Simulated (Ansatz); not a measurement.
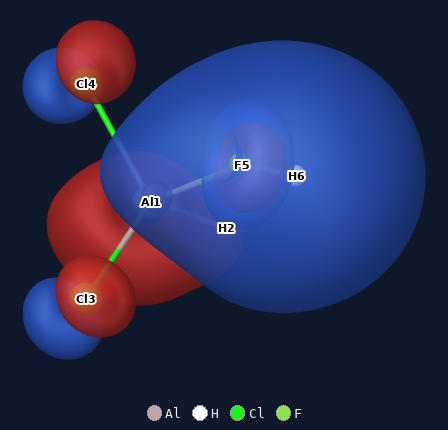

The picture shows: AlCl$_{2}$FH$_{2}$. One frontier orbital at ±0.06 Å⁻³ᐟ² (blue and red are the two phases), seen at a tilt.

Computed with RKS B3LYP-D4/def2-SVP (Ansatz).

```xyz
6

Al    0.0096    0.0529    0.0650
H     0.0047    0.5834    1.5520
Cl    1.8130    0.0951   -1.0340
Cl   -1.8020    0.0237   -1.0207
F     0.0502   -1.8675    0.7868
H     0.0524   -1.7861    1.7228
```

Question: Which orbital is it: HOMO or LUMO?

Answer: The LUMO, at −0.98 eV. Its weight (Hirshfeld) is mainly on H6 (about 45 %), F5 (about 20 %) and Al1 (about 20 %).
